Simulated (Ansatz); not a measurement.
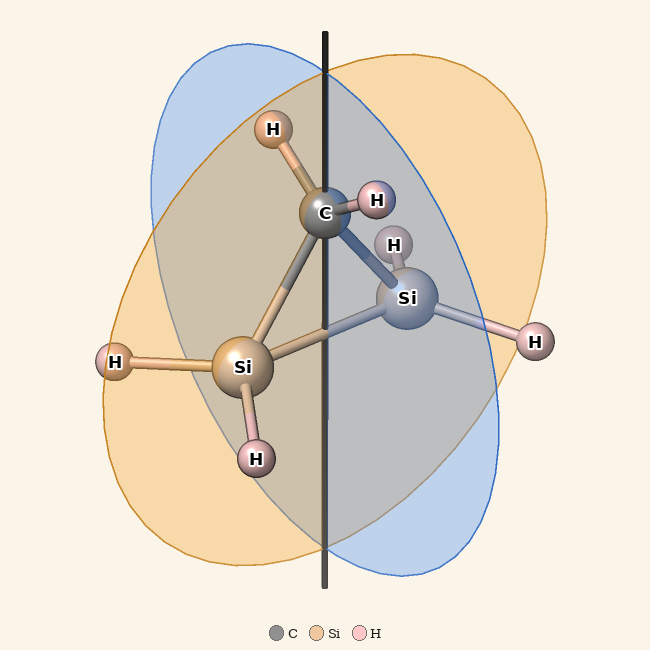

All proper rotation axes (lines) and mirror planes (discs) of the structure are drawn in. Depth is shown by fading: the farther an atom, the more it takes the colour of the background. The computed structure is the end point of a PBE0-D4/def2-TZVP optimisation. No frequency run is at hand to confirm it as a minimum.

What is the order of each axis, and which point group results?

Answer. It has 1 C2 axis and 2 mirror planes. Point group C2v. The group has 4 operations. The geometry is achiral, and symmetry allows a dipole moment.
